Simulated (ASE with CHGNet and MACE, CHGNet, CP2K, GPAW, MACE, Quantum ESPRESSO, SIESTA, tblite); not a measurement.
# Σ5 (001) twist boundary in Ge (77 atoms) in machine-learned potentials

How do the settings of machine-learned potentials change the result for Σ5 (001) twist boundary in Ge (77 atoms)? A plane-wave run serves as the yardstick.

Main program and level: ASE with CHGNet and MACE; the method is named at each step.

### Step 1. Set-up

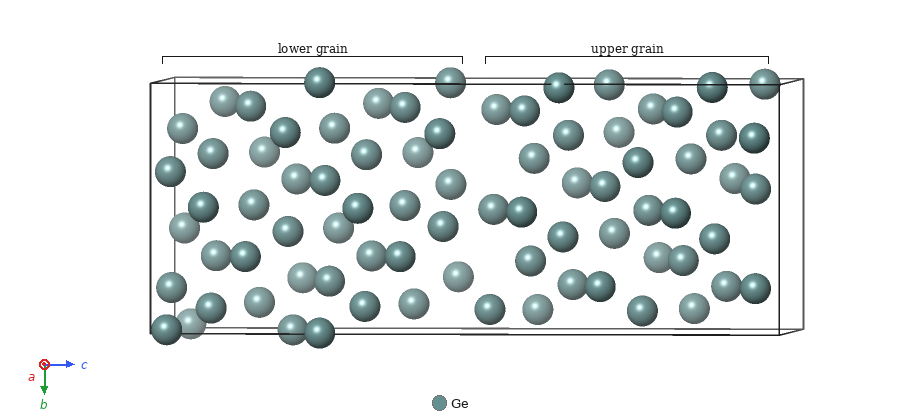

Start, viewed from the side, with the c axis across the page; germanium teal. Some periodic images of atoms are drawn too.

The cell holds 77 atoms: 77 Ge. Its edges and angles: a = 8.946 Å, b = 8.946 Å, c = 22.565 Å, α = 90.0°, β = 90.0°, γ = 90.0°. It derives from Ge (diamond-structure). Diamond-structure Ge (a = 5.658 Å); two grains turned against each other by 36.87 deg about [001]; 1 x 1 coincidence cells, 2 lattice periods a grain, two boundaries a cell, upper grain shifted by [0.031, 0.71] of the boundary cell and opened by 0.2 Å, one atom of each pair nearer than 2.009 Å removed; minimised with a classical potential (one cell length free). Then every atom was moved at random, 0.02 Å r.m.s. a Cartesian component. Regions: lower grain, 40 atoms (40 Ge); upper grain, 37 atoms (37 Ge). The structure's axis is c.

The yardstick, on the same geometry:

| Property | Result |
| --- | --- |
| method | Kohn-Sham DFT, PBE, SSSP efficiency 1.3.0 pseudopotentials, plane waves (Quantum ESPRESSO 7.5); sssp-pbe-1.3.0-efficiency, cutoffs 45/360 Ry, Γ point |
| r.m.s. force component | 0.4065 eV/Å |
| longest force | 1.733 eV/Å |
| pressure | 5.283 GPa |
| time | 8.2 min on 4 MPI ranks of Arm Neoverse V1, shared host |
| CPU time | 33 min |

### Step 2. CHGNet 0.3.0 potential

Method: machine-learned interatomic potential CHGNet 0.3.0, trained on PBE(+U) plane-wave data.

Contents of run.py:

```python
import numpy as np
from ase.io import read
import mlip  # loads the published weights by name

atoms = read("structure.xyz")
atoms.calc = mlip.calc("chgnet-0.3.0")
energy = atoms.get_potential_energy()
forces = atoms.get_forces()
print(f"energy {energy:.6f} eV")
print("forces (eV/A)")
for i, (a, f) in enumerate(zip(atoms, forces)):
    print(f"{i:4d} {a.symbol:2s} {f[0]:10.5f} {f[1]:10.5f} {f[2]:10.5f}")
stress = -atoms.get_stress(voigt=False) * 160.21766
print("stress (GPa, compression positive)")
for row in stress:
    print(" ".join(f"{x:10.4f}" for x in row))
```

Contents of structure.xyz:

```xyz
77
Lattice="8.94608 0.00000 0.00000 0.00000 8.94608 0.00000 0.00000 0.00000 22.56460" Properties=species:S:1:pos:R:3 pbc="T T T"
Ge 8.91110 8.80357 0.27754
Ge 1.70602 0.81481 1.67497
Ge 3.40094 1.74386 0.31590
Ge 5.27890 2.59231 1.59103
Ge 7.26806 3.19295 0.24979
Ge 8.86064 4.42473 1.58629
Ge 6.17467 0.87582 3.02727
Ge 7.92605 1.77141 4.43575
Ge 1.75692 5.33839 0.22519
Ge 3.54918 6.28355 1.53755
Ge 5.32417 7.38096 0.10786
Ge 7.05175 8.06981 1.69144
Ge 0.76713 2.64231 2.99951
Ge 2.57602 3.55562 4.33443
Ge 4.39995 4.44262 2.96995
Ge 6.15392 5.34743 4.36399
Ge 7.93034 6.20697 3.00470
Ge 0.78403 7.12940 4.37482
Ge 8.81663 8.91253 5.75668
Ge 1.66719 0.86974 7.18231
Ge 3.45104 1.72096 5.77541
Ge 5.21038 2.62219 7.09070
Ge 6.98939 3.50203 5.76661
Ge 8.78738 4.45005 7.12364
Ge 6.05873 0.90731 8.55559
Ge 7.83703 1.80120 9.97197
Ge 2.57549 7.96792 2.99365
Ge 4.39056 8.90564 4.37573
Ge 1.68151 5.32739 5.74675
Ge 3.44594 6.27970 7.11101
Ge 5.25403 7.14273 5.76458
Ge 7.00084 7.99842 7.20420
Ge 0.71372 2.64849 8.49963
Ge 2.47332 3.73991 9.85306
Ge 4.30423 4.45533 8.37982
Ge 6.05023 5.16019 9.91962
Ge 7.82997 6.19919 8.54905
Ge 0.69135 7.08369 9.94806
Ge 2.56162 8.01095 8.53574
Ge 4.16816 0.06888 10.00650
Ge 5.78373 8.12644 11.57429
Ge 6.70419 1.00903 12.90537
Ge 8.47024 4.58290 12.97307
Ge 8.48670 0.13580 14.31092
Ge 0.40740 1.91545 15.68736
Ge 1.42851 8.22995 12.87017
Ge 2.41687 1.06235 11.49328
Ge 3.23123 2.78357 12.91575
Ge 4.17701 4.58728 11.55375
Ge 4.94155 6.41255 12.95298
Ge 3.13328 7.29275 14.29896
Ge 3.95891 0.13491 15.67901
Ge 4.91256 1.91714 14.30866
Ge 5.77461 3.72255 15.69661
Ge 6.68558 5.50739 14.28204
Ge 7.60891 7.25849 15.70767
[... 17 atom lines left out ...]
Ge 5.69633 3.80575 21.09790
Ge 6.65731 5.56339 19.72281
Ge 7.47347 7.32201 21.26443
Ge 1.16487 3.53764 19.91755
```

Command:

```sh
> OMP_NUM_THREADS=1 python run.py > output.txt
```

The log of the run:

```text
CHGNet v0.3.0 initialized with 412,525 parameters
CHGNet will run on cpu
energy -336.459412 eV
forces (eV/A)
   0 Ge    0.57481   -0.06525   -0.01260
   1 Ge   -0.34453    0.06731    0.25972
   2 Ge   -0.01448    0.60862   -0.59021
   3 Ge    0.03467    0.18696   -0.03834
   4 Ge    0.09190   -0.12806   -0.11689
   5 Ge    0.09147    0.38711   -0.02511
   6 Ge   -0.19677    0.26341    0.26151
   7 Ge    0.28312   -0.12646   -0.26615
   8 Ge   -0.15755   -0.14323   -0.78279
   9 Ge    0.28282   -0.16579   -0.01768
  10 Ge   -0.25083   -0.21032   -0.03852
  11 Ge    0.18082   -0.28533   -0.16124
  12 Ge    0.01467   -0.03303    0.05506
  13 Ge    0.13384   -0.07364    0.07928
  14 Ge   -0.12713    0.02506   -0.24516
  15 Ge   -0.11958   -0.14966    0.25315
  16 Ge    0.23878    0.00773   -0.23967
  17 Ge   -0.13905   -0.08599    0.08003
  18 Ge   -0.01559   -0.20963    0.35640
  19 Ge   -0.15519   -0.09774   -0.11056
  20 Ge   -0.39569    0.00294   -0.41826
  21 Ge    0.04057   -0.02796    0.29302
  22 Ge    0.13253    0.56528    0.02928
  23 Ge    0.01308    0.12659   -0.01630
[...]
69 Ge   -0.65282    0.46990   -0.22542
  70 Ge   -0.03158   -0.31673    0.65489
  71 Ge   -0.11100   -0.16910   -0.14018
  72 Ge   -0.27590    0.06669    0.13632
  73 Ge   -0.48309    0.28475    0.24457
  74 Ge    0.40398   -0.16694    0.63928
  75 Ge   -0.04889   -0.79025   -0.06793
  76 Ge    0.27341    0.19465    0.64965
stress (GPa, compression positive)
    4.9390     0.1303     0.5445
    0.1303     4.5813     0.0242
    0.5445     0.0242     5.0165
```

Wall time 3.5 s (1 thread of Arm Neoverse V1, shared host); peak memory 0.64 GiB.

Banners, paths, timers and routine set-up lines are dropped from the logs unmarked, and long logs keep their key lines alone; longer cuts are marked.

Against the reference:

| Item | Value |
| --- | --- |
| r.m.s. force component | 0.2812 eV/Å |
| r.m.s. difference of force components | 230.7 meV/Å |
| longest difference of force vectors | 936.4 meV/Å |
| force difference over r.m.s. force | 56.76 % |
| slope of forces against the reference's | 0.5781 |
| correlation of force components | 0.8358 |
| pressure | 4.846 GPa |
| pressure difference | -0.4374 GPa |

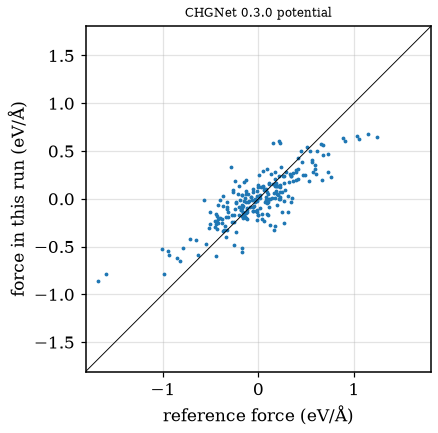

Force components against those of the reference; the line marks equality.

A closer look about Ge9, picked at random: 9 atoms, nearest first, numbered in the order of the input, with positions taken from that point.

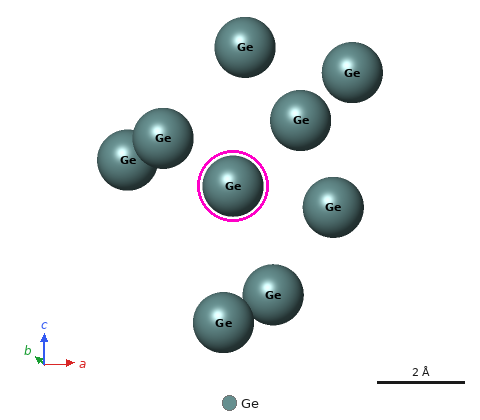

The atoms of the table, within 4.0 Å (arrows a, b, c point along x, y, z); some may hide others; the central atom is ringed.

```tsv
atom	x	y	z	distance (Å)	Fx	Fy	Fz (eV/Å)
Ge9	0.00	0.00	0.00	0.00	-0.16	-0.14	-0.78
Ge10	1.79	0.95	1.31	2.41	0.28	-0.17	-0.02
Ge6	-1.84	-0.91	1.36	2.47	0.09	0.39	-0.03
Ge77	-0.59	-1.80	-2.87	3.44	0.27	0.19	0.65
Ge71	1.36	2.01	-2.98	3.84	-0.03	-0.32	0.65
Ge1	-1.79	3.47	0.05	3.90	0.57	-0.07	-0.01
Ge27	0.82	2.63	2.77	3.90	0.31	-0.13	0.17
Ge15	2.64	-0.90	2.74	3.91	-0.13	0.03	-0.25
Ge3	1.64	-3.59	0.09	3.95	-0.01	0.61	-0.59
```

Atoms are counted from 1 here, from 0 in the log.

Forces lie 57 % from the reference's, at 0.0018 times its CPU time (on 1 against 4 cores).

### Step 3. MACE MPA-0 medium potential

Method: machine-learned interatomic potential MACE MPA-0 medium, trained on PBE(+U) plane-wave data.

run.py, as its differences from that of step 2:

```diff
@@ -5,3 +5,3 @@
 atoms = read("structure.xyz")
-atoms.calc = mlip.calc("chgnet-0.3.0")
+atoms.calc = mlip.calc("mace-mpa-0-medium")
 energy = atoms.get_potential_energy()
```

structure.xyz is that of step 2.

The log of the run:

```text
energy -337.247551 eV
forces (eV/A)
   0 Ge    0.48503   -0.28813   -0.05480
   1 Ge   -0.20934    0.03290    0.29069
   2 Ge   -0.29998    0.64237   -0.49307
   3 Ge    0.16805   -0.10166    0.20308
   4 Ge   -0.33920   -0.11365   -0.34297
   5 Ge    0.14158    0.40279   -0.01662
   6 Ge   -0.17558    0.22196    0.54762
   7 Ge    0.22491   -0.13719   -0.44997
   8 Ge   -0.33529   -0.19698   -1.49855
   9 Ge    0.29061   -0.33016   -0.10131
  10 Ge    0.26508   -0.27304   -0.01272
  11 Ge   -0.07081    0.07232    0.06210
  12 Ge   -0.09929   -0.11381    0.07333
  13 Ge    0.17192   -0.23395    0.27445
  14 Ge    0.04289    0.13234   -0.47879
  15 Ge   -0.09902   -0.25928    0.45758
  16 Ge    0.09744    0.05600   -0.32315
  17 Ge   -0.17472   -0.20575    0.03671
  18 Ge    0.00718   -0.17742    0.49357
  19 Ge   -0.00730   -0.19641   -0.26158
  20 Ge   -0.33128    0.16499   -0.56478
  21 Ge   -0.03609    0.05944    0.12856
  22 Ge    0.18620    0.68565   -0.11376
  23 Ge   -0.00115    0.02061   -0.06480
[...]
69 Ge   -0.77099    0.70718   -0.07457
  70 Ge   -0.09814   -0.32790    0.85003
  71 Ge   -0.23104   -0.04341   -0.18420
  72 Ge   -0.01613    0.03332    0.08657
  73 Ge   -0.20400    0.67226   -0.06170
  74 Ge    0.42315   -0.36752    0.86411
  75 Ge   -0.00138   -0.89691   -0.09076
  76 Ge    0.22454    0.48058    1.17711
stress (GPa, compression positive)
    3.7360     0.0569     1.0620
    0.0569     3.6339    -0.1851
    1.0620    -0.1851     5.3483
```

The job ended after 8 s (1 thread; peak memory 0.83 GiB).

Against the reference:

```
r.m.s. force component                  : 0.3648 eV/Å
r.m.s. difference of force components   : 124.2 meV/Å
longest difference of force vectors     : 611.1 meV/Å
force difference over r.m.s. force      : 30.56 %
slope of forces against the reference's : 0.856
correlation of force components         : 0.9538
pressure                                : 4.239 GPa
pressure difference                     : -1.044 GPa
```

Against the first run (57 %), the force difference from the reference is 31 %, at 2.3 times the CPU time.

### Step 4. MACE MP-0b2 small potential

Method: machine-learned interatomic potential MACE MP-0b2 small, trained on PBE(+U) plane-wave data.

run.py, as its differences from that of step 3:

```diff
@@ -5,3 +5,3 @@
 atoms = read("structure.xyz")
-atoms.calc = mlip.calc("mace-mpa-0-medium")
+atoms.calc = mlip.calc("mace-mp-0b2-small")
 energy = atoms.get_potential_energy()
```

structure.xyz is that of step 3.

The log of the run:

```text
energy -337.117294 eV
forces (eV/A)
   0 Ge    0.37818   -0.24208   -0.04751
   1 Ge   -0.26311    0.01702    0.18629
   2 Ge   -0.01403    0.48594   -0.49065
   3 Ge    0.08859    0.11344    0.05775
   4 Ge   -0.15487   -0.07181   -0.23779
   5 Ge    0.12219    0.50271   -0.08392
   6 Ge   -0.13065    0.22310    0.31409
   7 Ge    0.23413   -0.06725   -0.42856
   8 Ge   -0.34770   -0.15256   -0.88070
   9 Ge    0.29706   -0.34347   -0.15773
  10 Ge    0.02280   -0.20865   -0.02761
  11 Ge    0.08334   -0.10186   -0.08598
  12 Ge   -0.00370   -0.10226    0.07719
  13 Ge    0.15724   -0.22604    0.19739
  14 Ge   -0.08648    0.07488   -0.57271
  15 Ge   -0.08142   -0.15566    0.33034
  16 Ge    0.20396    0.01732   -0.40817
  17 Ge   -0.14909   -0.15909    0.05203
  18 Ge    0.01887   -0.19248    0.57550
  19 Ge   -0.14716   -0.18123   -0.19641
  20 Ge   -0.37160    0.13463   -0.44624
  21 Ge    0.02546    0.04849    0.28759
  22 Ge    0.11996    0.62471   -0.11816
  23 Ge   -0.00804    0.06975   -0.00641
[...]
69 Ge   -0.72355    0.48271   -0.11868
  70 Ge    0.04326   -0.31489    0.67653
  71 Ge   -0.24833   -0.05026   -0.17348
  72 Ge   -0.19271    0.01823    0.18480
  73 Ge   -0.29114    0.42146    0.03222
  74 Ge    0.38846   -0.26064    0.88075
  75 Ge   -0.04562   -0.73850    0.02357
  76 Ge    0.24677    0.44249    0.78574
stress (GPa, compression positive)
    4.0421     0.0113     0.7836
    0.0113     3.9285    -0.0362
    0.7836    -0.0362     4.5001
```

Elapsed: 6.6 s, on 1 thread; peak memory 0.67 GiB.

Compared with the plane-wave run:

- r.m.s. force component: 0.3115 eV/Å
- r.m.s. difference of force components: 179.4 meV/Å
- longest difference of force vectors: 805.5 meV/Å
- force difference over r.m.s. force: 44.14 %
- slope of forces against the reference's: 0.6963
- correlation of force components: 0.9085
- pressure: 4.157 GPa
- pressure difference: -1.126 GPa

Against the first run (57 %), the force difference from the reference is 44 %, at 1.9 times the CPU time.

### Step 5. All runs compared

Differences are against the plane-wave reference, forces as r.m.s. over components; share is that over the reference's r.m.s. force, slope the least-squares factor from reference forces to these. Total energies of different programs have different zeros and aren't compared.

```tsv
run	Δ force, r.m.s. (meV/Å)	share (%)	slope	Δ pressure (GPa)	cores	CPU time	memory (GiB)
reference	-	-	-	-	4	33 min	5.8
CHGNet 0.3.0 potential	231	56.8	0.578	-0.437	1	3.5 s	0.64
MACE MPA-0 medium potential	124	30.6	0.856	-1.04	1	8 s	0.83
MACE MP-0b2 small potential	179	44.1	0.696	-1.13	1	6.6 s	0.67
```

Times of the machine-learned potentials are mostly Python's start and the loading of weights.

CPU time is summed over cores on a shared host, where runs went side by side, so it is rough. Symmetry, cutoffs, thresholds, outputs and thread counts weren't matched or tuned between programs; memory under MPI is the largest rank's times the ranks.

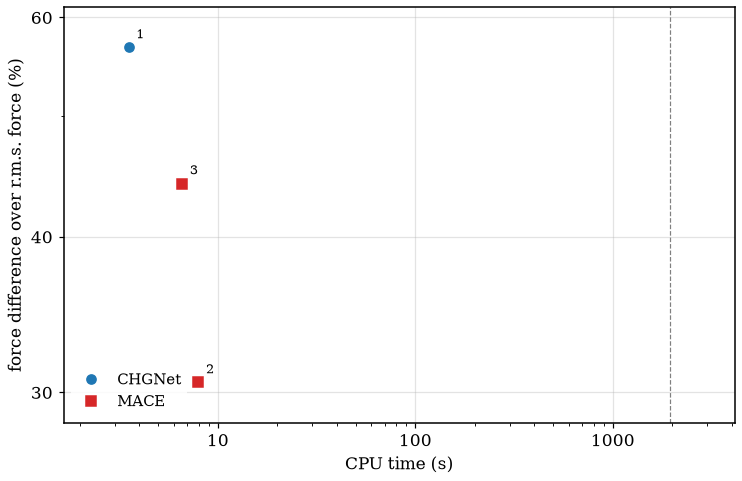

Force difference against CPU time; the dashed line marks the reference's time. Points: 1 CHGNet 0.3.0 potential; 2 MACE MPA-0 medium potential; 3 MACE MP-0b2 small potential.

### Step 6. Summary of results

```json
{
  "nearest in forces": "MACE MPA-0 medium potential, 31 %",
  "its CPU time": "8 s"
}
```

What this shows: Machine-learned potentials differ by 31 % (MACE MPA-0 medium potential) to 57 % (CHGNet 0.3.0 potential); they were trained on other programs' data. Among those trained on PBE data the slope goes as low as 0.58, with a correlation of 0.84, so directions differ as well as sizes. The reference's pressure holds the uncorrected Pulay stress of its 45 Ry basis, so small pressure differences, and their order, may be the reference's own error. Machine-learned potentials mimic data converged in k, so the reference's own k-point error enters their differences. The host structure and its lattice constant were typed by rule, without a check against the phase diagram. The reference's pressure of 5.3 GPa says that the cell would expand at this level of theory. The electronic-structure runs sample only Γ, in a cell whose shortest periodic width is 9 Å, which is coarse for a cell with partly filled levels.

[Also dropped from logs without a mark: logging warnings of Python, and SIESTA's first energy breakdown and zero terms.]

[Logs are printed without paths, hosts, clocks, repeated set-up lines and the standing remarks that a program may print on its own settings, such as how far it seeks lower states.]

[Hosts, paths, dates, database ids (printed as entryN), source tags and the programs' standing remarks are cut or masked in the printed files.]
